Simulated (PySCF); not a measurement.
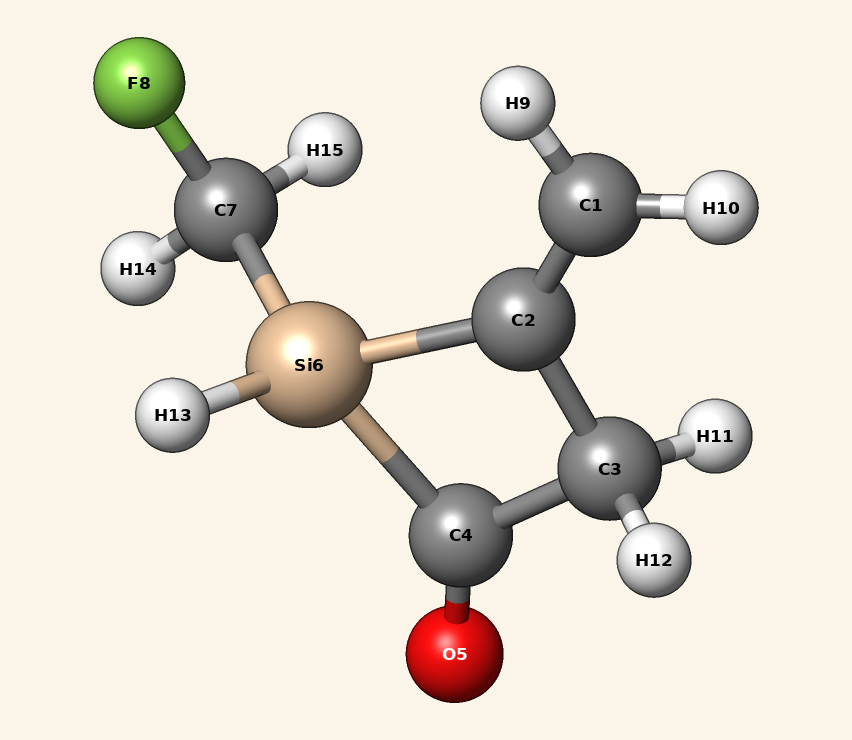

Every bond is drawn as one stick. Computed geometry: GFN2-xTB optimisation. No frequency run is at hand to confirm it as a minimum. Computed with PBE0/pcSseg-1 (PySCF 2.14.0).

List the Mayer bond orders of C1–C2, C2–C3, C2–Si6, C3–C4, C4–O5, C4–Si6, Si6–C7, C7–F8 (bonds between heavy atoms, one of each equivalent set).

```json
{"bond": "C1–C2", "Mayer order": "1.99", "length (Å)": "1.322"}
{"bond": "C2–C3", "Mayer order": "1.00", "length (Å)": "1.516"}
{"bond": "C2–Si6", "Mayer order": "0.86", "length (Å)": "1.903"}
{"bond": "C3–C4", "Mayer order": "0.93", "length (Å)": "1.521"}
{"bond": "C4–O5", "Mayer order": "2.00", "length (Å)": "1.200"}
{"bond": "C4–Si6", "Mayer order": "0.79", "length (Å)": "1.946"}
{"bond": "Si6–C7", "Mayer order": "0.92", "length (Å)": "1.921"}
{"bond": "C7–F8", "Mayer order": "0.84", "length (Å)": "1.381"}
```

The geometry is semi-empirical. Around Si such bond lengths and angles can be off by a tenth of an ångström or more and by several degrees, and values that hang on the shape move with them.
